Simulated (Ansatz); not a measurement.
## Electronic structure of AlFH₅N···HF in real space

```
atom    x (Å)    y (Å)    z (Å)
  Al  -0.6386   0.4492  -1.0374
   F  -1.1074  -1.1990  -0.6319
   H   0.2589   0.4982  -2.3442
   H  -1.7860   1.4870  -0.6885
   H   0.7006  -0.2758   1.0025
   N   0.7019   0.6350   0.5031
   H  -0.4195  -1.8372   0.5315
   F   0.1757  -1.9349   1.2854
   H   0.4543   1.3590   1.1812
   H   1.6602   0.8186   0.1981
```

Method: RKS CAM-B3LYP/cc-pVDZ (Ansatz 0.2.0).

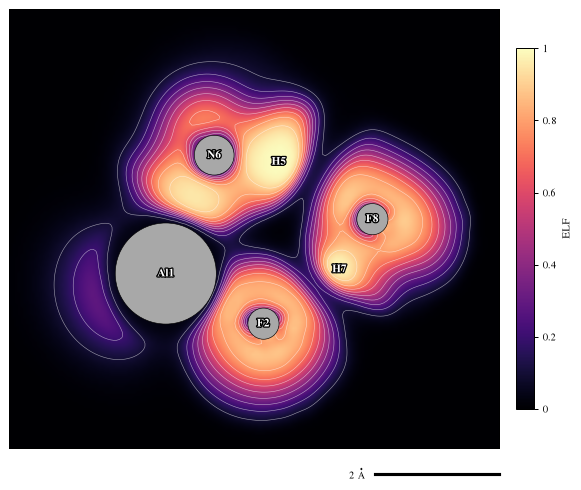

Figure 1. ELF on the plane of atoms F2, Al1 and N6. Grey discs cover the atomic cores.

### Read the bonding off the picture.

The plane passes through Al, F, H and N nuclei.
F2···H7 (1.49 Å): the ELF dips to about 0.20 between them; a closed-shell contact with the geometry of a hydrogen bond.
Al–F (1.76 Å): the ELF peaks at about 0.85 in the valence shell of F, 0.6 Å from its nucleus, and is about 0.20 at the midpoint.
Al–N (2.05 Å): the ELF peaks at about 0.95 in the valence shell of N, 0.7 Å from its nucleus, and is about 0.70 at the midpoint.
F–H (0.97 Å): the ELF climbs to about 1 towards the hydrogen, as it does in any bond to H; an ordinary covalent bond to hydrogen.
N–H (1.04 Å): the ELF climbs to about 1 towards the hydrogen; an ordinary covalent bond to hydrogen.
The ELF also peaks beside F2 and F8, away from the bonds: lone-pair regions.

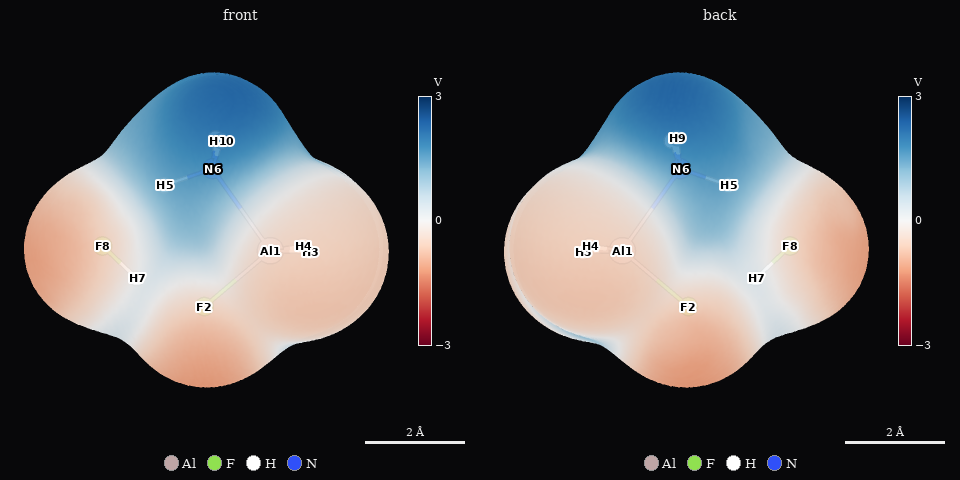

Figure 2. The electrostatic potential painted on the density surface at 0.001 e/bohr³, seen from the front and from behind; red is negative and blue positive.

### Describe the electrostatic potential map.

The most negative region (about −1.2 V, or −28 kcal/mol for a unit charge) lies over F2 and F8, the most positive (about +2.3 V, or +53 kcal/mol for a unit charge) over H9 and H10.

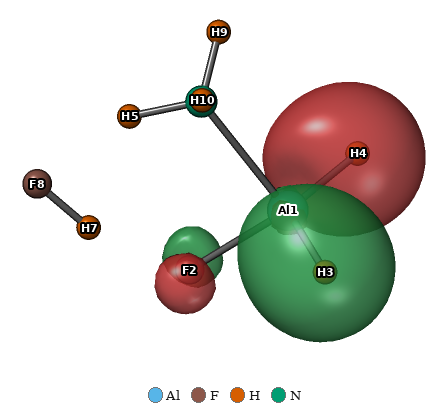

Figure 3. The HOMO at ±0.15 Å⁻³ᐟ² (green and red are the two phases), seen at a tilt.

### What is the character of this orbital?

By Hirshfeld shares it lies mainly on Al1 (about 35 %), H3 (about 30 %) and H4 (about 30 %). Its energy is −9.35 eV.
